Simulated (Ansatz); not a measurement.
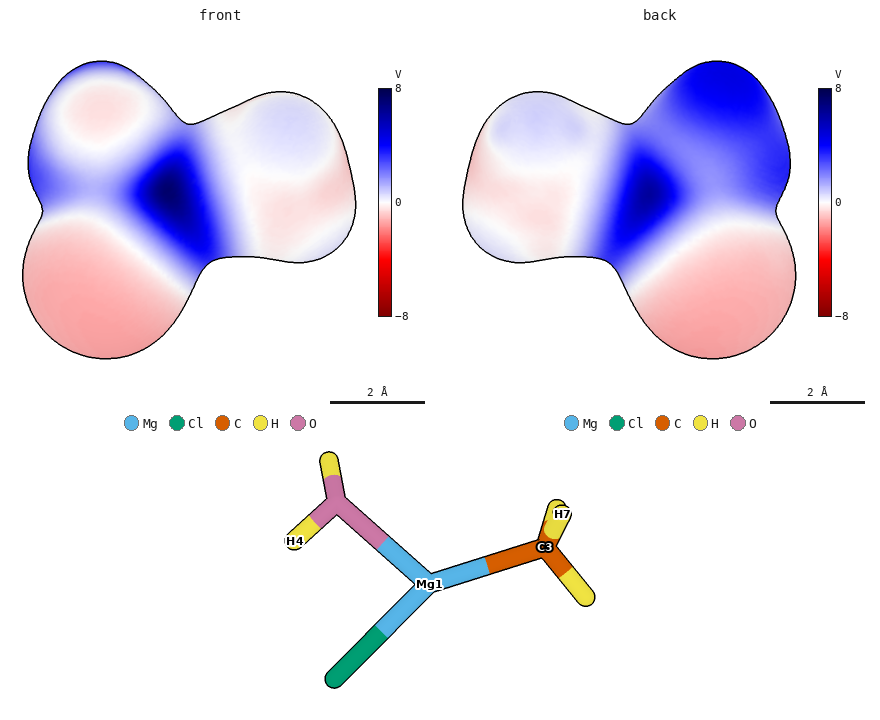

Figure 1: CH5ClMgO. The molecular electrostatic potential painted on the density surface at 0.004 e/bohr³, seen from the front and from behind; the colour scale runs from red (negative) to blue (positive). The bare structure is drawn below in the same view.

The calculation used RKS PBE-D4/6-31G* (Ansatz 0.2.0).

The calculation's input:

```
crystal:
  periodic: [false, false, false]
  atoms:
    - { symbol: Mg, position_ang: [-0.866284, 0.383947, -0.141206] }
    - { symbol: Cl, position_ang: [-2.002248, -0.86579, -1.839698] }
    - { symbol: C, position_ang: [-0.073703, 1.573473, 1.373941] }
    - { symbol: H, position_ang: [0.432227, -1.843032, -2.01537] }
    - { symbol: O, position_ang: [1.21536, -1.910215, -1.433249] }
    - { symbol: H, position_ang: [-0.826467, 2.240545, 1.825467] }
    - { symbol: H, position_ang: [0.743141, 2.199813, 0.975833] }
    - { symbol: H, position_ang: [0.348772, 0.94339, 2.175232] }
    - { symbol: H, position_ang: [1.029202, -2.722132, -0.92095] }
basis:
  gaussian: { orbitals: "6-31G*" }
hamiltonian:
  xc: pbe
  dispersion: d4
relax:
  f_tol: 0.03
  max_steps: 50
output:
  orbitals: {}
```

Command:

```sh
ansatz run input.yaml --threads 2 --pin off --max-ram 3072MiB --backend cpu --events-out ev --progress --plain --runs-dir out
```

The fields are those of the run's last geometry, not of the input's.

Which sites attract a positive test charge, and which a negative one?

A positive charge is drawn to the negative regions and a negative charge to the positive ones. The most negative region (about −1.4 V) lies over Cl2, the most positive (about +6.5 V) over Mg1.
